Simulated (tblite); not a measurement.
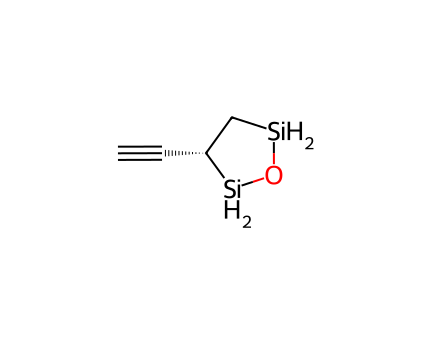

(Drawn from a calculation with tblite.)

Write the SMILES.

Answer. C#C[C@@H]1C[SiH2]O[SiH2]1

What is the molecular formula?

Answer. C4H8OSi2.

An optimisation with GFN2-xTB gave a structure of which point group?

Answer. C1.
